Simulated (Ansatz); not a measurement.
# ClF3Ge (GeClF3): what the fields show

```xyz
5

Ge   -0.0003    0.0005   -0.0491
Cl    0.0130   -0.0190    2.0709
F     1.6048    0.0107   -0.6840
F    -0.8126    1.3973   -0.6561
F    -0.8049   -1.3894   -0.6817
```

Geometry: PBE-D4/def2-SVP.

Method: Ansatz, RKS PBE0-D4/def2-TZVP.

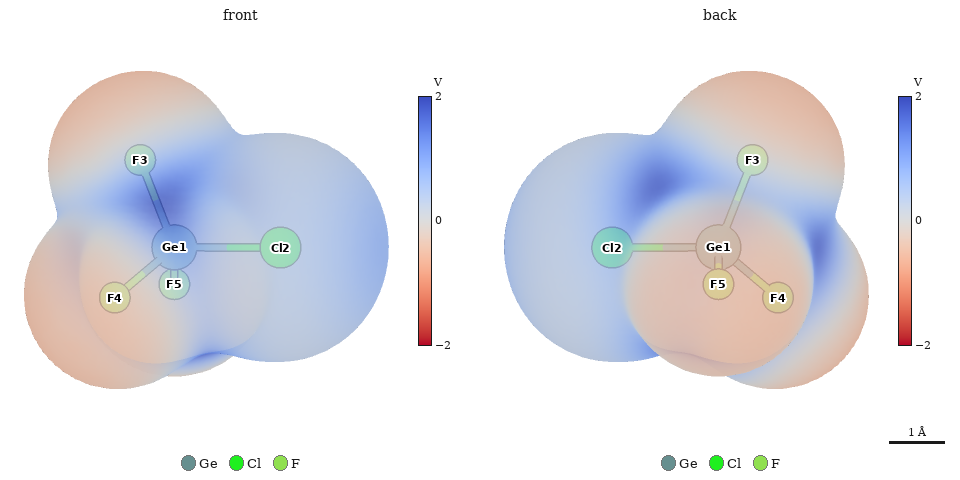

Figure 1. The electrostatic potential painted on the density surface at 0.001 e/bohr³, seen from the front and from behind; the colour scale runs from red (negative) to blue (positive).

**Describe the electrostatic potential map.**

The most negative region (about −0.5 V) lies over F3, F4 and F5, the most positive (about +1.7 V) over Ge1. Cl2 shows a σ-hole: about +0.8 V at the tip opposite its bond, against about +0.3 V on its flanks.

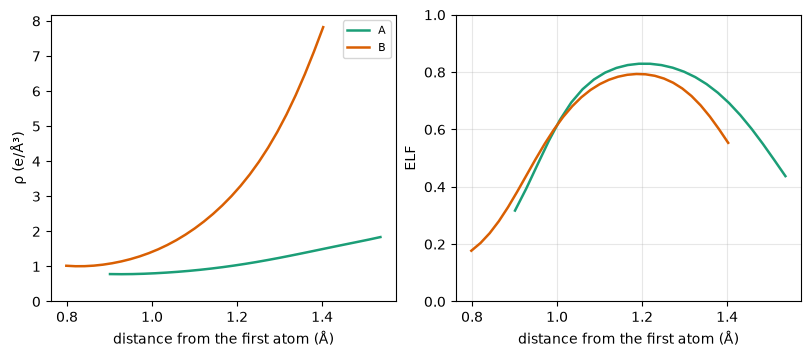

Figure 2. Electron density and ELF along straight lines between neighbouring atoms. The curves leave out the atomic cores.

**Which curve belongs to which contact (Ge–Cl and Ge–F)? The first atom named is at distance zero.**

Curve A: Ge–Cl (2.12 Å): ρ at the midpoint is about 0.85 e/Å³; the ELF peaks at about 0.85 in the valence shell of Cl, 0.9 Å from its nucleus, and is about 0.75 at the midpoint. Curve B: Ge–F (1.73 Å): ρ is about 1 e/Å³ halfway; the ELF peaks at about 0.80 in the valence shell of F, 0.5 Å from its nucleus, and is about 0.30 at the midpoint.

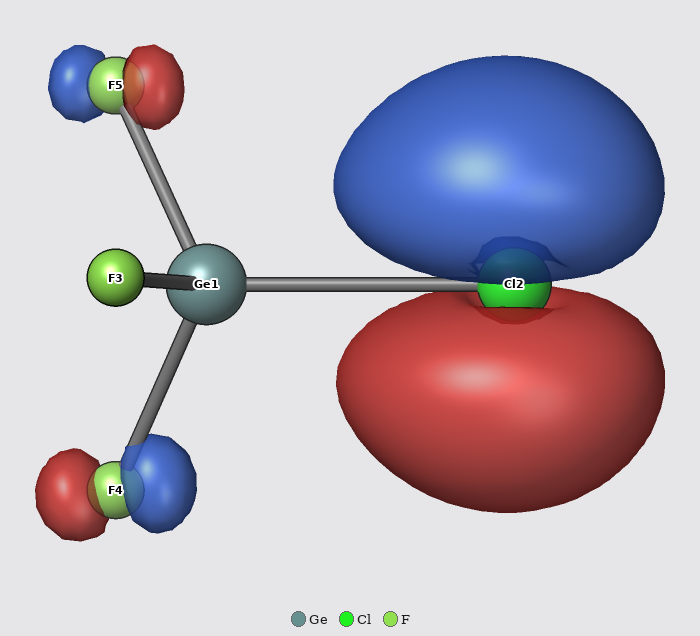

Figure 3. The HOMO at ±0.15 Å⁻³ᐟ² (red and blue are the two phases), seen from one side.

**Where does this orbital lie, and at what energy?**

It lies mainly on Cl2 (about 90 %); largely a lone pair of Cl2. It is one of a degenerate set, so its orientation is arbitrary. Its energy is −10.66 eV.
